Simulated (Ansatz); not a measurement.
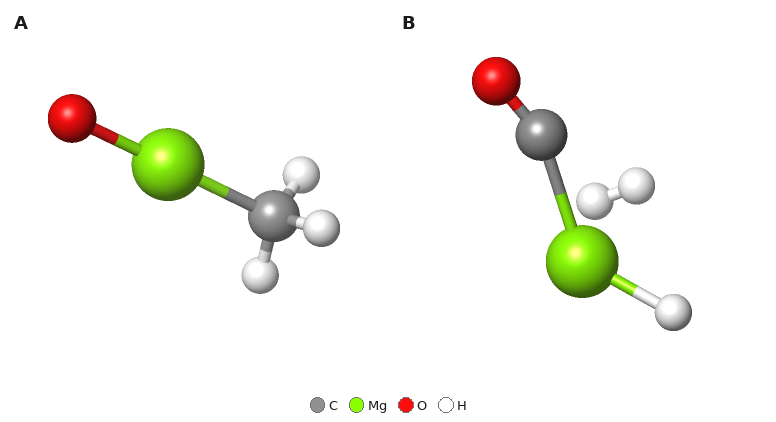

2 stationary structures of one formula. Charge 0, doublet. Geometries: PBE0-D4/def2-TZVP. Electronic energies: UHF-CCSD(T) (frozen core)/def2-TZVPP (Ansatz 0.2.0), without zero-point energy. No frequency run is at hand to confirm each as a minimum.

Rank them by energy, lowest first.

Answer. A is lowest; B lies 0.948 eV above it.

Give E(B) − E(A) in eV at these levels too: r2SCAN-D4/def2-TZVPP; B3LYP-D4/def2-TZVPP; UHF-CCSD(T) (frozen core)/def2-TZVPP; ωB97M-V/def2-TZVPP; PBE0-D4/def2-TZVPP; PBE-D4/def2-TZVPP; PBE0-D4/def2-TZVP.

| level | E(B) − E(A) (eV) |
| --- | --- |
| r2SCAN-D4/def2-TZVPP | +0.860 |
| B3LYP-D4/def2-TZVPP | +0.870 |
| UHF-CCSD(T) (frozen core)/def2-TZVPP | +0.948 |
| ωB97M-V/def2-TZVPP | +1.009 |
| PBE0-D4/def2-TZVPP | +1.003 |
| PBE-D4/def2-TZVPP | +0.653 |
| PBE0-D4/def2-TZVP | +0.993 |
